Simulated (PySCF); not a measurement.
# C3H8N2Si: electronic excitations and core binding energies

Wanted: the electronic excitations and core binding energies of C3H8N2Si (`N#C[SiH2]CCN`), by calculation.

Computed with PySCF 2.14.0, with density-fitted response routines of our own, on a single molecule in the gas phase. Atoms count from 0, in the outputs and in this text.

## 1. Starting geometry

14 atoms, charge 0, multiplicity 1; geometry from: GFN2-xTB.

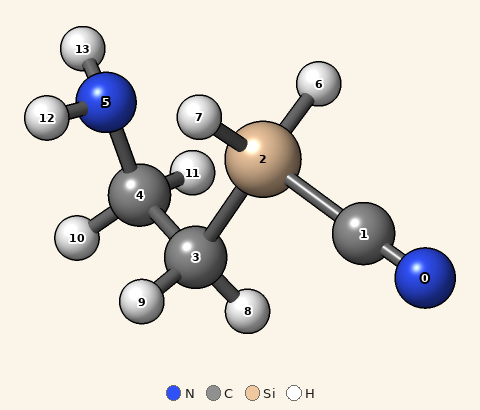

The starting geometry (nitrogen blue, carbon grey, silicon light orange, hydrogen white), atoms numbered.

## 2. TDDFT and polarisability: wB97X-D/def2-SVPD

What the job is given:

```
{"job": {"kind": "uv", "xc": "wB97X-D", "basis": "def2-SVPD", "nstates": 8, "ntriplets": 3}, "charge": 0, "multiplicity": 1}
N     -3.831809     1.005129     0.363373
C     -2.773081     0.584847     0.491691
Si    -1.045135    -0.111890     0.723001
C     -0.036100     0.609002    -0.724853
C      1.198030    -0.274364    -0.818178
N      1.534685    -0.648172     0.549971
H     -1.203898    -1.561062     0.628465
H     -0.631374     0.377579     2.037316
H     -0.583043     0.619886    -1.666031
H      0.252659     1.639453    -0.514058
H      2.024058     0.217845    -1.354192
H      0.948190    -1.191770    -1.356241
H      1.942132     0.142871     1.036809
H      2.204008    -1.409827     0.580760
```

With the program's defaults for keys left out, this is: TDDFT wB97X-D/def2-SVPD, vertical, gas phase, core orbitals frozen in the response.

Launch:

```console
$ OMP_NUM_THREADS=1 python probes_run.py task.json out
```

The driver reads the jobs from task.json and runs them one after another.

The program printed:

```text
coarse grid: 11968 points
cycle   1  E = -517.6611810677  dE =  5.252e-01  |g| = 4.782e-01  |ddm| = 4.673e+00
cycle   2  E = -517.6264727769  dE =  3.471e-02  |g| = 6.697e-01  |ddm| = 1.359e+00
cycle   3  E = -517.7231873617  dE = -9.671e-02  |g| = 7.519e-02  |ddm| = 6.937e-01
cycle   4  E = -517.7243390760  dE = -1.152e-03  |g| = 3.701e-02  |ddm| = 1.243e-01
cycle   5  E = -517.7246426989  dE = -3.036e-04  |g| = 7.664e-03  |ddm| = 6.180e-02
cycle   6  E = -517.7246575638  dE = -1.486e-05  |g| = 1.833e-03  |ddm| = 1.791e-02
cycle   7  E = -517.7246586823  dE = -1.119e-06  |g| = 6.269e-04  |ddm| = 6.117e-03
final grid: 110512 points
cycle   8  E = -517.7933785035  dE = -7.214e-05  |g| = 6.084e-03  |ddm| = 1.183e-01
cycle   9  E = -517.7933751869  dE =  3.317e-06  |g| = 7.508e-03  |ddm| = 1.922e-02
cycle  10  E = -517.7933868596  dE = -1.167e-05  |g| = 1.290e-03  |ddm| = 7.658e-03
cycle  11  E = -517.7933871852  dE = -3.256e-07  |g| = 4.552e-04  |ddm| = 1.777e-03
cycle  12  E = -517.7933872391  dE = -5.390e-08  |g| = 8.767e-05  |ddm| = 1.114e-03
cycle  13  E = -517.7933872415  dE = -2.396e-09  |g| = 2.645e-05  |ddm| = 2.497e-04
cycle  14  E = -517.7933872418  dE = -2.774e-10  |g| = 8.457e-06  |ddm| = 8.096e-05
converged SCF energy = -517.7933872418

Static polarisability (au): isotropic 73.995, principal 60.892 67.639 93.454

Singlet excitations
state   eV       nm        f      main configurations
  1   7.0108    176.8   0.02647   H->L 0.60, H->L+1 0.15, H->L+2 0.10
  2   7.2719    170.5   0.00082   H-1->L+1 0.16, H-2->L+1 0.14, H-1->L+2 0.13
  3   7.5437    164.4   0.01469   H-2->L+2 0.14, H-1->L 0.14, H-2->L+1 0.12
  4   7.5980    163.2   0.00290   H-2->L 0.23, H-1->L+1 0.13, H-2->L+1 0.12
  5   7.8673    157.6   0.00088   H->L 0.20, H->L+1 0.17, H->L+4 0.13
  6   8.1352    152.4   0.00646   H->L+3 0.35, H->L+1 0.16, H->L+2 0.13
  7   8.1646    151.9   0.00512   H->L+3 0.42, H->L+2 0.16, H->L+4 0.13
  8   8.2874    149.6   0.00096   H-1->L 0.27, H-3->L 0.23, H-3->L+2 0.12

Triplet excitations (Tamm-Dancoff, eV): 6.1404 6.7026 6.7107
```

It took 60 s on 1 thread of Arm Neoverse N1, shared host; peak memory 0.78 GiB.

The orbitals next to the gap, with their largest atomic shares:

```csv
orbital,eV,atoms
HOMO−3,-11.70,"N0 56 %, C1 24 %, Si2 8 %"
HOMO−2,-11.18,"N0 36 %, C1 29 %, Si2 14 %"
HOMO−1,-10.86,"C3 27 %, N0 19 %, C1 16 %"
HOMO,-9.83,"N5 54 %, C4 12 %, H10 7 %"
LUMO,1.67,"Si2 24 %, C1 11 %, C4 9 %"
LUMO+1,1.99,"C1 22 %, N0 22 %, Si2 22 %"
LUMO+2,2.15,"Si2 22 %, C1 22 %, N0 20 %"
```

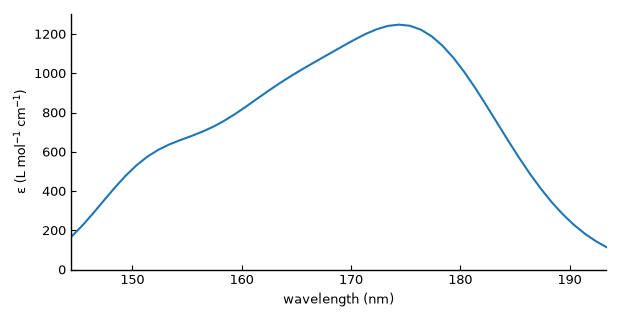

Absorption spectrum: each of the 8 states is a Gaussian band of 0.4 eV half-width at 1/e. Beyond the last state computed it falls off for lack of states.

Further results of this job:

```
           property  computed
  dipole moment (D)      6.45
polarisability (Å³)     10.96
 HOMO–LUMO gap (eV)     11.50
      −ε(HOMO) (eV)      9.83
```

## 3. X-ray photoelectron lines: SCAN, X2C

Same as in step 2 but for these lines:

```diff
@@ -1,2 +1,2 @@
-{"job": {"kind": "uv", "xc": "wB97X-D", "basis": "def2-SVPD", "nstates": 8, "ntriplets": 3}, "charge": 0, "multiplicity": 1}
+{"job": {"kind": "xps"}, "charge": 0, "multiplicity": 1}
 N     -3.831809     1.005129     0.363373
```

Method: delta-SCF UKS SCAN, pcX-2 on the ionised atom, pcseg-1 elsewhere, spin-free X2C.

The program printed:

```text
ground state, core basis on atom 0 (N), 159 functions
  cycle   1  E = -518.55170436  |g| = 5.56e-01
  cycle   2  E = -518.39361231  |g| = 9.80e-01
  cycle   3  E = -518.60198482  |g| = 3.50e-01
  cycle   4  E = -518.62937138  |g| = 5.88e-02
  cycle   5  E = -518.63012641  |g| = 1.98e-02
  cycle   6  E = -518.63021917  |g| = 4.76e-03
  cycle   7  E = -518.63022115  |g| = 2.41e-03
  cycle   8  E = -518.63022104  |g| = 7.53e-04
  cycle   9  E = -518.63022301  |g| = 1.17e-04
  E(ground) = -518.67145195 Eh
hole in N 1s of atom 0
  cycle   1  E = -503.05767285  |g| = 1.84e+00
  cycle   2  E = -498.74941373  |g| = 2.83e+00
  cycle   3  E = -502.99894052  |g| = 1.12e+00
  cycle   4  E = -503.55722866  |g| = 7.05e-01
  cycle   5  E = -503.70799414  |g| = 3.69e-01
  cycle   6  E = -503.75457914  |g| = 1.02e-01
  cycle   7  E = -503.76314689  |g| = 2.22e-02
  cycle   8  E = -503.76356693  |g| = 1.22e-02
  cycle   9  E = -503.76370365  |g| = 6.75e-03
  cycle  10  E = -503.76377242  |g| = 4.16e-03
  cycle  11  E = -503.76379404  |g| = 2.28e-03
  cycle  12  E = -503.76379687  |g| = 9.83e-04
  cycle  13  E = -503.76379716  |g| = 2.81e-04
  E(ion) = -503.80516931 Eh   <S^2> = 0.8141   hole on atom = 1.000   binding energy = 404.532 eV
ground state, core basis on atom 1 (C), 159 functions
  cycle   1  E = -518.61985999  |g| = 5.97e-02
  cycle   2  E = -518.61911043  |g| = 6.18e-02
  cycle   3  E = -518.61909562  |g| = 6.16e-02
  cycle   4  E = -518.61997289  |g| = 3.63e-03
  cycle   5  E = -518.61997311  |g| = 4.89e-04
  E(ground) = -518.66470985 Eh
hole in C 1s of atom 1
  cycle   1  E = -507.37518300  |g| = 1.50e+00
  cycle   2  E = -501.15862415  |g| = 2.78e+00
  cycle   3  E = -503.13952906  |g| = 2.02e+00
  cycle   4  E = -507.65416335  |g| = 7.85e-01
  cycle   5  E = -507.83070367  |g| = 4.64e-01
  cycle   6  E = -507.90763765  |g| = 1.46e-01
  cycle   7  E = -507.92435944  |g| = 2.81e-02
  cycle   8  E = -507.92468888  |g| = 2.16e-02
  cycle   9  E = -507.92498051  |g| = 6.48e-03
  cycle  10  E = -507.92505248  |g| = 4.23e-03
  cycle  11  E = -507.92510515  |g| = 2.28e-03
  cycle  12  E = -507.92511790  |g| = 1.18e-03
  cycle  13  E = -507.92511995  |g| = 4.02e-04
  E(ion) = -507.96807211 Eh   <S^2> = 0.8141   hole on atom = 1.000   binding energy = 291.070 eV
ground state, core basis on atom 2 (Si), 170 functions
  cycle   1  E = -518.71108892  |g| = 2.89e-01
  cycle   2  E = -518.70958809  |g| = 9.40e-02
  cycle   3  E = -518.69939089  |g| = 2.27e-01
  cycle   4  E = -518.71140512  |g| = 1.67e-02
  cycle   5  E = -518.71144707  |g| = 2.18e-03
  cycle   6  E = -518.71144754  |g| = 5.77e-04
  cycle   7  E = -518.71144875  |g| = 2.13e-04
  E(ground) = -518.71274729 Eh
hole in Si 1s of atom 2
  cycle   1  E = -449.76887470  |g| = 4.35e+00
  cycle   2  E = -449.43058458  |g| = 2.34e+00
  cycle   3  E = -449.58950614  |g| = 1.50e+00
  cycle   4  E = -450.52334807  |g| = 7.94e-01
  cycle   5  E = -450.78830380  |g| = 2.79e-01
  cycle   6  E = -450.82448039  |g| = 8.18e-02
  cycle   7  E = -450.82694157  |g| = 3.45e-02
  cycle   8  E = -450.82750451  |g| = 6.73e-03
  cycle   9  E = -450.82752775  |g| = 2.37e-03
  cycle  10  E = -450.82753112  |g| = 8.44e-04
  cycle  11  E = -450.82753053  |g| = 2.76e-04
  E(ion) = -450.83700487 Eh   <S^2> = 0.7522   hole on atom = 1.000   binding energy = 1846.993 eV
hole in Si 2p of atom 2
  cycle   1  E = -514.42713742  |g| = 1.24e+00
  cycle   2  E = -513.96179981  |g| = 1.36e+00
  cycle   3  E = -514.40581393  |g| = 8.41e-01
  cycle   4  E = -514.72204662  |g| = 2.56e-01
  cycle   5  E = -514.74751290  |g| = 1.00e-01
  cycle   6  E = -514.75200453  |g| = 3.91e-02
  cycle   7  E = -514.75269671  |g| = 8.78e-03
  cycle   8  E = -514.75273272  |g| = 2.64e-03
  cycle   9  E = -514.75273699  |g| = 5.20e-04
  cycle  10  E = -514.75273637  |g| = 2.88e-04
  E(ion) = -514.76590597 Eh   <S^2> = 0.7517   hole on atom = 1.002   binding energy = 107.399 eV
  2p3/2 = 107.151 eV   2p1/2 = 107.776 eV
ground state, core basis on atom 3 (C), 159 functions
  cycle   1  E = -518.61651312  |g| = 6.04e-02
  cycle   2  E = -518.61649310  |g| = 2.59e-02
  cycle   3  E = -518.61652531  |g| = 2.43e-02
  cycle   4  E = -518.61662473  |g| = 1.32e-02
  cycle   5  E = -518.61666830  |g| = 2.07e-03
  cycle   6  E = -518.61666990  |g| = 2.67e-04
  E(ground) = -518.65933423 Eh
hole in C 1s of atom 3
  cycle   1  E = -507.36726111  |g| = 1.51e+00
  cycle   2  E = -506.62014944  |g| = 1.86e+00
  cycle   3  E = -507.86515691  |g| = 4.21e-01
  cycle   4  E = -507.80935327  |g| = 5.21e-01
  cycle   5  E = -507.93939743  |g| = 9.18e-02
  cycle   6  E = -507.94264976  |g| = 3.52e-02
  cycle   7  E = -507.94316987  |g| = 8.50e-03
  cycle   8  E = -507.94320247  |g| = 3.41e-03
  cycle   9  E = -507.94321121  |g| = 1.09e-03
  cycle  10  E = -507.94321131  |g| = 4.64e-04
  E(ion) = -507.98477283 Eh   <S^2> = 0.7680   hole on atom = 1.000   binding energy = 290.470 eV
ground state, core basis on atom 4 (C), 159 functions
  cycle   1  E = -518.61776501  |g| = 5.78e-02
  cycle   2  E = -518.61772738  |g| = 2.07e-02
  cycle   3  E = -518.61768366  |g| = 2.47e-02
  cycle   4  E = -518.61780768  |g| = 1.06e-02
  cycle   5  E = -518.61783413  |g| = 8.65e-04
  cycle   6  E = -518.61783684  |g| = 1.98e-04
  E(ground) = -518.65978712 Eh
hole in C 1s of atom 4
  cycle   1  E = -507.32667084  |g| = 1.51e+00
  cycle   2  E = -505.34401796  |g| = 2.34e+00
  cycle   3  E = -507.58449849  |g| = 7.73e-01
  cycle   4  E = -507.66977789  |g| = 6.77e-01
  cycle   5  E = -507.85926543  |g| = 2.35e-01
  cycle   6  E = -507.88494096  |g| = 8.03e-02
  cycle   7  E = -507.88759027  |g| = 1.74e-02
  cycle   8  E = -507.88775488  |g| = 7.45e-03
  cycle   9  E = -507.88779901  |g| = 3.31e-03
  cycle  10  E = -507.88781003  |g| = 1.86e-03
  cycle  11  E = -507.88781397  |g| = 8.40e-04
  cycle  12  E = -507.88781420  |g| = 2.64e-04
  E(ion) = -507.92888057 Eh   <S^2> = 0.7717   hole on atom = 1.000   binding energy = 292.003 eV
ground state, core basis on atom 5 (N), 159 functions
  cycle   1  E = -518.62772451  |g| = 7.43e-02
  cycle   2  E = -518.62766828  |g| = 2.51e-02
  cycle   3  E = -518.62761368  |g| = 2.99e-02
  cycle   4  E = -518.62779672  |g| = 5.60e-03
  cycle   5  E = -518.62780135  |g| = 1.75e-03
  cycle   6  E = -518.62780213  |g| = 3.65e-04
  E(ground) = -518.66907830 Eh
hole in N 1s of atom 5
  cycle   1  E = -503.02592017  |g| = 1.86e+00
  cycle   2  E = -498.28863566  |g| = 3.02e+00
  cycle   3  E = -502.47420935  |g| = 1.43e+00
  cycle   4  E = -503.56834750  |g| = 5.63e-01
  cycle   5  E = -503.56084842  |g| = 5.62e-01
  cycle   6  E = -503.71512320  |g| = 1.01e-01
  cycle   7  E = -503.71996094  |g| = 2.79e-02
  cycle   8  E = -503.72034242  |g| = 9.39e-03
  cycle   9  E = -503.72038912  |g| = 2.87e-03
  cycle  10  E = -503.72039462  |g| = 1.38e-03
  cycle  11  E = -503.72039515  |g| = 4.60e-04
  E(ion) = -503.76020006 Eh   <S^2> = 0.7650   hole on atom = 1.000   binding energy = 405.691 eV
```

Wall time 2.4 min (1 thread of Arm Neoverse N1, shared host); peak memory 0.63 GiB.

Binding energies by hole, beside the orbital energy of the ground state; the difference holds orbital relaxation and, for a density functional, its self-interaction error:

```
       hole  stands for                 environment  ΔSCF (eV; 2p as the shell's mean)  −ε (eV)   ⟨S²⟩
  N1s on N0          N0            nitrile nitrogen                             404.53    385.6  0.814
  C1s on C1          C1              nitrile carbon                             291.07    273.6  0.814
Si1s on Si2         Si2  silicon bonded to 2 C, 2 H                            1846.99   1793.8  0.752
Si2p on Si2         Si2  silicon bonded to 2 C, 2 H                             107.36     96.6  0.752
  C1s on C3          C3        sp3 CH2 bonded to Si                             290.47    273.8  0.768
  C1s on C4          C4         sp3 CH2 bonded to N                             292.00    274.9  0.772
  N1s on N5          N5              amine nitrogen                             405.69    386.4  0.765
```

With the spin-orbit splitting: Si2 2p3/2 107.15, 2p1/2 107.78 eV. The table gives each 2p level as the mean over the whole 2p shell (two parts 2p3/2, one part 2p1/2), which differs a little from the single hole in the log.

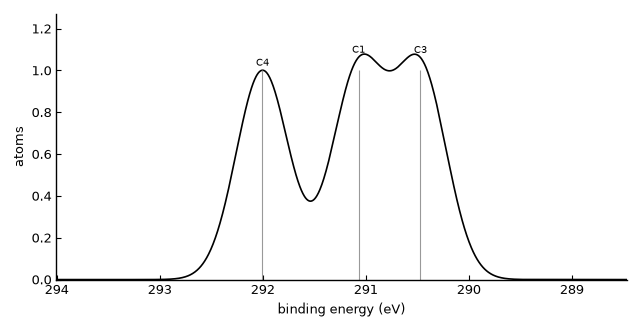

The C1s photoelectron lines, weighted by the number of atoms. Lines are broadened to a width of 0.60 eV (Gaussian).

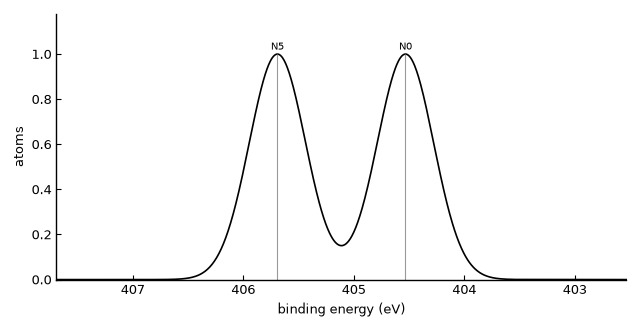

The N1s photoelectron lines, weighted by the number of atoms. Lines are broadened to a width of 0.60 eV (Gaussian).

## 4. Summary of results

| quantity | value |
| --- | --- |
| lowest singlet (wB97X-D/def2-SVPD) | 7.01 eV (177 nm), f = 0.026 |
| lowest triplet | 6.14 eV |
| C1s binding energies, SCAN/pcX-2 | C4 292.00, C1 291.07, C3 290.47 eV |
| N1s binding energies, SCAN/pcX-2 | N5 405.69, N0 404.53 eV |
| Si1s binding energies, SCAN/pcX-2 | Si2 1846.99 eV |
| Si2p binding energies, SCAN/pcX-2 | Si2 107.36 eV |

In words: The first singlet state (HOMO→LUMO 0.60, HOMO→LUMO+1 0.15) lies at 7.01 eV and is weak. The lowest triplet lies 0.87 eV below the lowest singlet (triplets in Tamm-Dancoff, singlets in full TDDFT). The C1s levels kept as sound span 1.53 eV, from C3 (sp3 CH2 bonded to Si) up to C4 (sp3 CH2 bonded to N). The N1s levels kept as sound span 1.16 eV, from N0 (nitrile nitrogen) up to N5 (amine nitrogen).
